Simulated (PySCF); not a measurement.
C4H14Al2, singlet at its GFN2-xTB optimised geometry (Å):

```
20

Al    -0.1880     0.1864     0.0000
Al     1.8693    -0.2193     1.7447
H      1.6212     0.1864     0.0000
C     -0.9099    -1.3740    -0.9920
H     -1.3035    -2.1463    -0.3201
H     -0.1482    -1.8646    -1.6096
H     -1.7293    -1.0984    -1.6659
C     -0.6671     2.1109     0.0000
H     -1.6879     2.3420     0.3217
H     -0.5197     2.6270    -0.9545
H      0.0047     2.5964     0.7228
H      0.0603    -0.2196     1.7444
C      2.3664    -2.1390     1.7259
H      2.2445    -2.6659     2.6780
H      3.3840    -2.3530     1.3824
H      1.6879    -2.6270     1.0109
C      2.5746     1.3374     2.7545
H      1.8054     1.8111     3.3764
H      2.9609     2.1227     2.0939
H      3.3953     1.0626     3.4271
```

Computed with CAM-B3LYP/def2-SVP run with PySCF. Cells within 0.4 Å of a nucleus heavier than hydrogen are left out (blank, or x).

Map of the electron localisation function on the plane z = 1.5 Å:

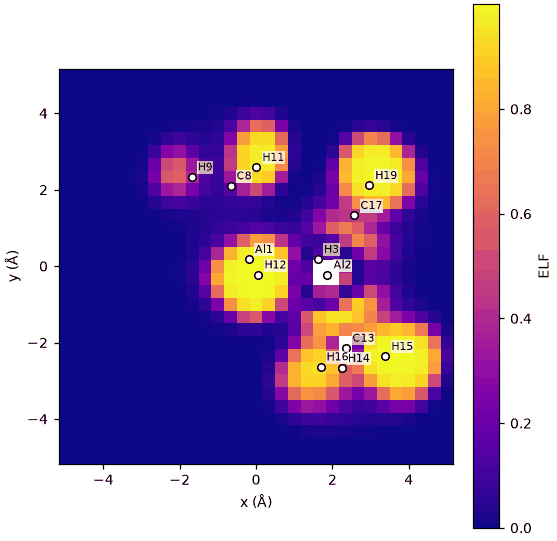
Electron localisation function on the plane z = 1.5 Å.
